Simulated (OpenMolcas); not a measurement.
InHCl$_{2}$: excited-state calculation (part 1 of 4)

System: InHCl$_{2}$, SMILES [Cl][InH][Cl].
Method: CASPT2/ANO-RCC-VDZ, DKH2 (OpenMolcas 26.06).

The geometry comes from this level: PBE0-D4/def2-TZVP.

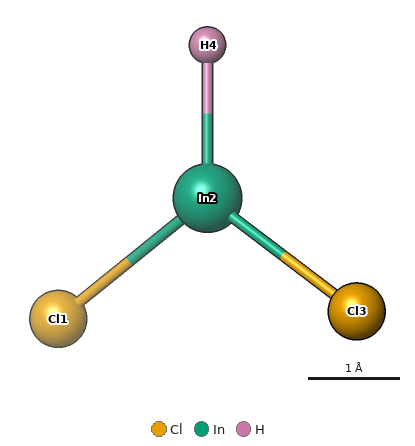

Figure 1. The input geometry (ball-and-stick view, seen at an oblique angle; atoms are numbered from 1 in the order of the input). Sticks mark near contacts. Bond lengths as drawn: Cl–In 2.31 Å and H–In 1.69 Å.

**The input**
```
* Cl2HIn CASPT2

&GATEWAY
 Coord = input.xyz
 Basis = ANO-RCC-VDZ
 Group = NoSym

&SEWARD

&RASSCF
 FileOrb = $CurrDir/step2.RasOrb
 Spin = 1
 Nactel = 4 0 0
 Inactive = 40
 Ras2 = 3
 CIRoot = 4 4 1
 LevShft = 0.1
 OrbListing = Nothing

&CASPT2
 Multistate = all
 NoMultistate
 IPEA = 0.25
 Sig2 = 0.3
```

**File input.xyz**
```
4

Cl    -1.807300     0.708800    -0.992600
In     0.149700     0.132200     0.095600
Cl     0.538000    -2.146000     0.019800
H      1.175200     1.244600     0.856900
```

Run on 1 thread of Arm Neoverse N1, 16 GiB of memory available, shared host.

Command:
```bash
export MOLCAS_MEM=1860
pymolcas step15.input > step15.log
```

**Output**
```
--- Start Module: gateway ---

                                              &GATEWAY

                       available to each process: 1.9 GB of memory, 1 thread

++    Symmetry information:
      ---------------------

                    Character Table for C1

                             E
                    a        1  x, y, xy, Rz, z, xz, Ry, yz, Rx, I
--

++    Basis set information:
      ----------------------

      Basis set label: CL.ANO-RCC...4S3P.

      Electronic valence basis set:
      ------------------
      Associated Effective Charge  17.000000 au
      Associated Actual Charge     17.000000 au
      Nuclear Model: Point charge

      Shell  nPrim  nBasis  Cartesian Spherical Contaminant
         s      17       4        X
         p      12       3        X

      Basis set label: IN.ANO-RCC...6S5P2D.

      Electronic valence basis set:
      ------------------
      Associated Effective Charge  49.000000 au
      Associated Actual Charge     49.000000 au
      Nuclear Model: Point charge

      Shell  nPrim  nBasis  Cartesian Spherical Contaminant
         s      22       6        X
         p      19       5        X
         d      13       2                 X

      Basis set label: CL.ANO-RCC...4S3P.

      Electronic valence basis set:
      ------------------
      Associated Effective Charge  17.000000 au
      Associated Actual Charge     17.000000 au
      Nuclear Model: Point charge

      Shell  nPrim  nBasis  Cartesian Spherical Contaminant
         s      17       4        X
         p      12       3        X

      Basis set label: H.ANO-RCC...2S.

      Electronic valence basis set:
      ------------------
      Associated Effective Charge   1.000000 au
      Associated Actual Charge      1.000000 au
      Nuclear Model: Point charge

      Shell  nPrim  nBasis  Cartesian Spherical Contaminant
         s       8       2        X
--

++    Molecular structure info:
      -------------------------

                    ************************************************
                    **** Cartesian Coordinates / bohr, angstrom ****
                    ************************************************

     Center  Label                x              y              z                     x              y              z
        1      CL1             -3.415302       1.339438      -1.875742             -1.807300       0.708800      -0.992600
        2      IN2              0.282892       0.249822       0.180658              0.149700       0.132200       0.095600
        3      CL3              1.016673      -4.055352       0.037417              0.538000      -2.146000       0.019800
        4      H4               2.220806       2.351953       1.619306              1.175200       1.244600       0.856900

                    ***************************************
                    *    InterNuclear Distances / bohr    *
                    ***************************************

               1 CL1           2 IN2           3 CL3           4 H4
    1 CL1      0.000000
    2 IN2      4.369517        0.000000
    3 CL3      7.239222        4.369608        0.000000
    4 H4       6.708671        3.200653        6.708642        0.000000

                    *******************************************
                    *    InterNuclear Distances / angstrom    *
                    *******************************************

               1 CL1           2 IN2           3 CL3           4 H4
    1 CL1      0.000000
    2 IN2      2.312249        0.000000
    3 CL3      3.830831        2.312297        0.000000
    4 H4       3.550076        1.693712        3.550060        0.000000
--

            Nuclear Potential Energy            441.57271221 au

--- Stop Module: gateway /rc=_RC_ALL_IS_WELL_ ---

--- Start Module: seward ---

                                              &SEWARD

                       available to each process: 1.9 GB of memory, 1 thread

               SEWARD will generate:
                  Multipole Moment integrals up to order  2
                  Kinetic Energy integrals
                  Nuclear Attraction integrals (point charge)
                  One-Electron Hamiltonian integrals
                  Velocity integrals
                  Relativistic Douglas-Kroll-Hess integrals:
                    - Parametrization         : EXP
                    - DKH order of Hamiltonian: 2
                    - DKH order of Properties : 0
                         - multipole moment operators
                         - electric potential operators
                         - contact operators
                  Orbital angular momentum around ( -0.2644  -0.3438  -0.2254 )
                  Velocity quadrupole around ( -0.2644  -0.3438  -0.2254 )
                  Atomic mean-field integrals
                  Two-Electron Repulsion integrals

                   Integrals are discarded if absolute value <: 1.00E-14
                   Integral cutoff threshold is set to       <: 1.00E-16

            Nuclear Potential Energy            441.57271221 au

      Basis set specifications :
      Symmetry species         a
      Basis functions           59

--- Stop Module: seward /rc=_RC_ALL_IS_WELL_ ---
--- Module seward spent 6 seconds ---

--- Start Module: rasscf ---

                                              &RASSCF

                       available to each process: 1.9 GB of memory, 1 thread

      Header of the ONEINT file:
      --------------------------

      OrdInt status: non-squared

      Cartesian coordinates in angstrom:
      -----------------------------------------------------
      No.  Label        X            Y            Z
      -----------------------------------------------------
       1   CL1       -1.80730000   0.70880000  -0.99260000
       2   IN2        0.14970000   0.13220000   0.09560000
       3   CL3        0.53800000  -2.14600000   0.01980000
       4   H4         1.17520000   1.24460000   0.85690000
      -----------------------------------------------------
      Nuclear repulsion energy =  441.57271221

++    Wave function specifications:
      -----------------------------

      Number of closed shell electrons          80
      Number of electrons in active shells       4
      Max number of holes in RAS1 space          0
      Max nr of electrons in RAS3 space          0
      Number of inactive orbitals               40
      Number of active orbitals                  3
      Number of secondary orbitals              16
      Spin quantum number                      0.0
      State symmetry                             1
--

++    Orbital specifications:
      -----------------------

      Symmetry species                           1
                                                 a
      Frozen orbitals                            0
      Inactive orbitals                         40
      Active orbitals                            3
      RAS1 orbitals                              0
      RAS2 orbitals                              3
      RAS3 orbitals                              0
      Secondary orbitals                        16
      Deleted orbitals                           0
      Number of basis functions                 59
--

++    CI expansion specifications:
      ----------------------------

      Number of CSFs                             6
      Number of spin combinations                6
      Number of determinants                     9
      Number of root(s) required                 4
      Root chosen for geometry opt.              4
      CI roots used                              1     2     3     4
      weights                                0.250 0.250 0.250 0.250
      highest root included in the CI            4
      max. size of the explicit Hamiltonian      6
--

++    Optimization specifications:
      ----------------------------

      RASSCF algorithm: Conventional
      Maximum number of macro iterations       200
      Maximum number of SX iterations          100
      Threshold for RASSCF energy            1.000E-08
      Threshold for max MO rotation          1.000E-01
      Threshold for max BLB element          1.000E-04
      Level shift parameter                  1.000E-01
      Make Quasi-Newton update
--

      The MO-coefficients are taken from the file:
      step2.RasOrb
      Title: RASSCF average (pseudo-natural) orbitals

      Total molecular charge    0.00

      ************************************************************************************************************************
      *                                            Wave function control section                                             *
      ************************************************************************************************************************

                                         RASSCF iterations: Energy and convergence statistics
                                         ----------------------------------------------------

          iter iter root      energy       change     param      element    value   shift minimum  type update hh:mm:ss
 Nr of preliminary CI iterations:   1
      Total energies have been shifted. Add                -6000.00 au
        1   1    3    0  -799.29471866    0.00E+00  -3.15E-05   43  44 1 -9.11E-06   0.00   0.00    SX    NO    0:00:00
        2   1    3    0  -799.29471866   -8.41E-10  -3.06E-05   43  44 1 -8.87E-06   0.00   0.00    SX    NO    0:00:00
        3   1    3    0  -799.29471866   -7.02E-10  -3.02E-05   43  44 1 -8.75E-06   0.00   0.00    SX    NO    0:00:00
        4   1    3    0  -799.29471866   -6.54E-10  -2.98E-05   43  44 1 -8.63E-06   0.00   0.00    SX    NO    0:00:00
      Convergence after  4 iterations
        5   1    3    0  -799.29471866   -6.62E-10  -2.98E-05   43  44 1 -8.52E-06   0.00   0.00    SX    NO    0:00:00

      ************************************************************************************************************************
                                                      Wave function printout:
                       occupation of active orbitals, and spin coupling of open shells (u,d: Spin up or down)
      ************************************************************************************************************************

      Note: transformation to natural orbitals
      has been made, which may change the order of the CSFs.

      printout of CI-coefficients larger than  0.05 for root  1
      energy=   -6799.537223
      conf/sym  111     Coeff  Weight
             1  220   0.95464 0.91134
             4  u2d  -0.29634 0.08782

      printout of CI-coefficients larger than  0.05 for root  2
      energy=   -6799.303675
      conf/sym  111     Coeff  Weight
             2  2ud   1.00000 1.00000

      printout of CI-coefficients larger than  0.05 for root  3
      energy=   -6799.282342
      conf/sym  111     Coeff  Weight
             1  220  -0.29583 0.08752
             3  202  -0.14132 0.01997
             4  u2d  -0.93408 0.87250
             6  022   0.14145 0.02001

      printout of CI-coefficients larger than  0.05 for root  4
      energy=   -6799.055634
      conf/sym  111     Coeff  Weight
             3  202  -0.70439 0.49616
             4  u2d   0.19920 0.03968
             6  022   0.68050 0.46308

      Natural orbitals and occupation numbers for root  1
      sym 1:   1.998183   1.998723   0.003094

      Natural orbitals and occupation numbers for root  2
      sym 1:   2.000000   1.000124   0.999876

      Natural orbitals and occupation numbers for root  3
      sym 1:   1.234791   1.960060   0.805149

      Natural orbitals and occupation numbers for root  4
      sym 1:   0.992349   1.007677   1.999974

      ************************************************************************************************************************
      *                                                    Final results                                                     *
      ************************************************************************************************************************

++    Final optimization conditions:
      ------------------------------

      Average CI energy                           -6799.29471866
      RASSCF energy for state  4                  -6799.05563415
      Super-CI energy                                -0.00000000
      RASSCF energy change                           -0.00000000
      Max change in MO coefficients              -3.872E-05
      Max non-diagonal density matrix element    -2.979E-05
      Maximum BLB matrix element                 -8.521E-06
      (orbital pair  43,  44 in symmetry   1)
      Norm of electronic gradient            2.442E-01
--

      Final state energy(ies):
      ------------------------

::    RASSCF root number  1 Total energy:  -6799.53722269
::    RASSCF root number  2 Total energy:  -6799.30367533
::    RASSCF root number  3 Total energy:  -6799.28234246
::    RASSCF root number  4 Total energy:  -6799.05563415
      Von Neumann Entropy (Root   1) =  0.01668

      Mulliken population analysis for root number:  1
      -----------------------------------------------

++    Molecular charges:
      ------------------

      Mulliken charges per centre
      ---------------------------

                CL1     IN2     CL3     H4
      Total   17.5926 47.8018 17.5926  1.0130

      N-E     -0.5926  1.1982 -0.5926 -0.0130

      Total electronic charge=   84.000000

      Total            charge=   -0.000000
--

      Expectation values of various properties for root number:  1
      -----------------------------------------------------------

++    Molecular properties:
      ---------------------

      Charge (e):
                      =   -0.0000
      Dipole Moment (debye):
      Origin of the operator (angstrom)=   -0.1399   -0.1819   -0.1193
                   X=  3.2086E+00               Y=  3.4803E+00               Z=  2.3796E+00           Total=  5.2982E+00
      Quadrupole Moment (debye*angstrom):
      Origin of the operator (angstrom)=   -0.1399   -0.1819   -0.1193
                  XX= -5.8021E+01              XY=  6.7362E+00              XZ= -5.3013E+00              YY= -6.2253E+01
                  YZ=  2.0368E+00              ZZ= -5.0484E+01
      In traceless form (debye*angstrom)
                  XX= -1.6522E+00              XY=  1.0104E+01              XZ= -7.9519E+00              YY= -8.0001E+00
                  YZ=  3.0552E+00              ZZ=  9.6523E+00
--

      LoProp population analysis for root number:  1
      -----------------------------------------------

++    LoProp analysis:
      ----------------

++    Static properties:
      ------------------

      LoProp Charges per center

                   CL1      IN2      CL3      H4
      Nuclear     17.0000  49.0000  17.0000   1.0000
      Electronic -17.4616 -48.0480 -17.4616  -1.0289

      Total       -0.4616   0.9520  -0.4616  -0.0289
--

      Natural Bond Order analysis for root number:  1

++    Natural Bond Order analysis
      ---------------------------
      Based on LoProp computed density
      -------------------------------------------------------------------------------------
      Atom A       Atom B       Bond Order
        IN2          H4             0.791
      -------------------------------------------------------------------------------------
      NBO located      1.582 electrons involved in    1 bonds.
      NBO located      1.014 non-bonded electrons on atom CL1
      NBO located      0.999 non-bonded electrons on atom CL1
      NBO located      1.000 non-bonded electrons on atom CL1
      NBO located      1.000 non-bonded electrons on atom CL1
      NBO located      1.000 non-bonded electrons on atom CL1
      NBO located      1.000 non-bonded electrons on atom CL1
      NBO located      1.000 non-bonded electrons on atom CL1
      NBO located      0.947 non-bonded electrons on atom IN2
      NBO located      0.993 non-bonded electrons on atom IN2
      NBO located      0.995 non-bonded electrons on atom IN2
      NBO located      0.995 non-bonded electrons on atom IN2
      NBO located      0.996 non-bonded electrons on atom IN2
      NBO located      0.997 non-bonded electrons on atom IN2
      NBO located      0.998 non-bonded electrons on atom IN2
      NBO located      0.999 non-bonded electrons on atom IN2
      NBO located      1.000 non-bonded electrons on atom IN2
      NBO located      1.000 non-bonded electrons on atom IN2
      NBO located      1.000 non-bonded electrons on atom IN2
      NBO located      1.000 non-bonded electrons on atom IN2
      NBO located      1.000 non-bonded electrons on atom IN2
      NBO located      1.000 non-bonded electrons on atom IN2
      NBO located      1.000 non-bonded electrons on atom IN2
      NBO located      1.000 non-bonded electrons on atom IN2
      NBO located      1.000 non-bonded electrons on atom IN2
      NBO located      1.000 non-bonded electrons on atom IN2
      NBO located      1.000 non-bonded electrons on atom IN2
      NBO located      1.000 non-bonded electrons on atom IN2
      NBO located      1.000 non-bonded electrons on atom IN2
      NBO located      1.000 non-bonded electrons on atom IN2
      NBO located      1.000 non-bonded electrons on atom IN2
      NBO located      0.957 non-bonded electrons on atom CL3
      NBO located      1.013 non-bonded electrons on atom CL3
      NBO located      1.000 non-bonded electrons on atom CL3
      NBO located      1.000 non-bonded electrons on atom CL3
      NBO located      1.000 non-bonded electrons on atom CL3
      NBO located      1.000 non-bonded electrons on atom CL3
      NBO located      1.000 non-bonded electrons on atom CL3
      The remaining    4.109 electrons are to be considered as diffuse
--
```
